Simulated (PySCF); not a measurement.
| atom | x (Å) | y (Å) | z (Å) |
| --- | --- | --- | --- |
| C | 2.0149 | -0.1018 | -0.0639 |
| C | 0.8010 | -0.0432 | -0.0290 |
| Ge | -1.0970 | 0.0478 | 0.0246 |
| H | 3.0892 | -0.1472 | -0.0967 |
| H | -1.6707 | -1.0128 | -0.9263 |
| H | -1.5362 | 1.4504 | -0.4209 |
| H | -1.5660 | -0.2217 | 1.4619 |

Geometry: PBE0-D3(BJ)/def2-SVP.

Method: wB97X-D/def2-SVPD, SCF density, gas phase (PySCF).

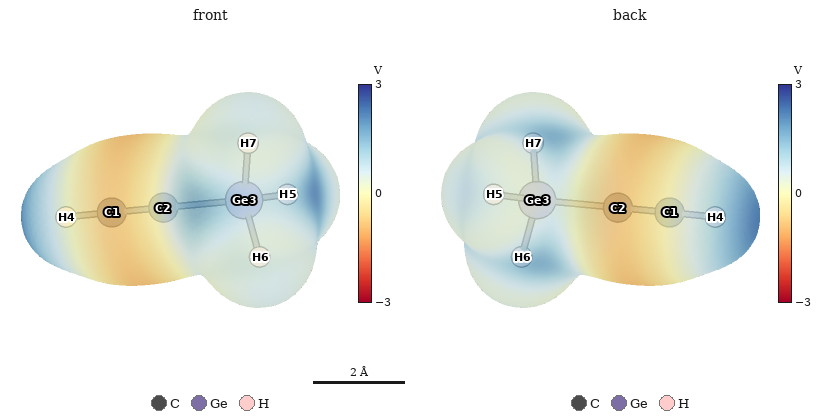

C$_{2}$H$_{4}$Ge (SMILES C#[C][GeH3]). The molecular electrostatic potential painted on the density surface at 0.004 e/bohr³, seen from the front and from behind; red is negative and blue positive.

> Where is the surface potential most negative and most positive?

The most negative region (about −0.9 V) lies over C1 and C2, the most positive (about +2.2 V) over H4.
